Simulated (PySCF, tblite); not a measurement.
**C₂H₁₁Si₄ radical: geometry, infrared bands and EPR parameters**

Wanted: the infrared bands and EPR parameters of C₂H₁₁Si₄ radical (`C=C[SiH2][SiH][SiH2][SiH3]`), by calculation.

The runs use tblite 0.8.0 and PySCF 2.14.0, with density-fitted response routines of our own; the level of theory stands in each step. All values are computed, except where a source is named. Atoms count from 0, in the outputs and in this text.

## 1. The molecule as given

17 atoms, charge 0, multiplicity 2; geometry from: force field or distance geometry start.

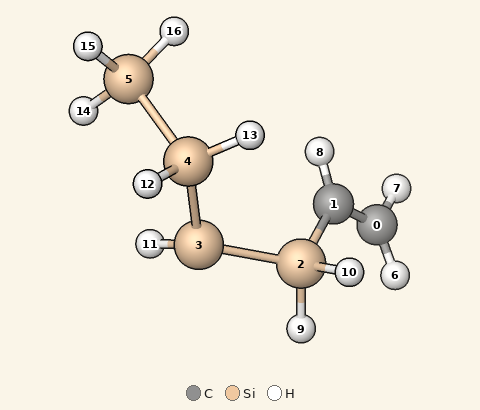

The starting geometry (carbon grey, silicon light orange, hydrogen white), atoms numbered; sticks join atoms by distance.

## 2. Geometry optimisation with GFN2-xTB

The job: settings as JSON, then the geometry in Å.

```
{"job": {"kind": "relax", "xc": "GFN2-xTB", "basis": "xTB"}, "charge": 0, "multiplicity": 2}
C     -3.446000    -0.669900     0.772900
C     -2.155100    -0.453600     0.651400
Si    -1.602300     1.075200    -0.181500
Si     0.312200     0.926700    -1.257800
Si     2.105000     0.887400     0.028900
Si     3.144000    -1.093900    -0.136000
H     -4.217600    -0.007500     0.406700
H     -3.763100    -1.583200     1.284900
H     -1.479700    -1.199900     1.070700
H     -2.649600     1.384500    -1.180500
H     -1.659300     2.214000     0.767300
H      0.306500    -0.105200    -2.300900
H      3.095300     1.867300    -0.493400
H      1.885800     1.220100     1.428200
H      2.850700    -1.587900    -1.480600
H      4.612400    -0.890500    -0.021100
H      2.654000    -1.971600     0.929900
```

Run with:

```console
$ OMP_NUM_THREADS=1 python probes_run.py task.json out
```

The driver reads the jobs from task.json and runs them one after another.

**Question.** This job is followed by: GFN2-xTB harmonic vibrations, gas phase; UKS B3LYP, pcH-1 on C H Si, non-relativistic, mean-field spin-orbit, GIAO. What will the session give for the following? strongest single infrared mode (GFN2-xTB); zero-point energy (GFN2-xTB); g(iso) (B3LYP); ⟨S²⟩; largest a(iso) (averaged by class); surface potential, least and greatest.

As calculated:

| quantity | value |
| --- | --- |
| strongest single infrared mode (GFN2-xTB) | 553 cm⁻¹, 630 km/mol |
| zero-point energy (GFN2-xTB) | 65.6 kcal/mol |
| g(iso) (B3LYP) | 2.00465 |
| ⟨S²⟩ | 0.753 (exact 0.75) |
| largest a(iso) (averaged by class) | 29Si on Si3, -272.9 MHz |
| surface potential, least and greatest | -0.38 V and 1.04 V |

What this shows: Over 118 steps the energy fell by 0.574 eV; of the close pairs, Si2–Si3 changed most, 2.201 to 2.307 Å. The lowest mode is slightly imaginary (13i cm⁻¹), a soft motion within the noise of the Hessian, so the minimum is not strictly shown. The strongest single mode, at 553 cm⁻¹, moves mainly H11 and H13. GFN2-xTB is a fitted tight-binding method: band positions and strengths are rough. Its intensities can rank the bands wrongly. Most of the unpaired spin sits on Si3 (0.96 e). The isotropic g lies 2.3 ppt above the free-electron value.
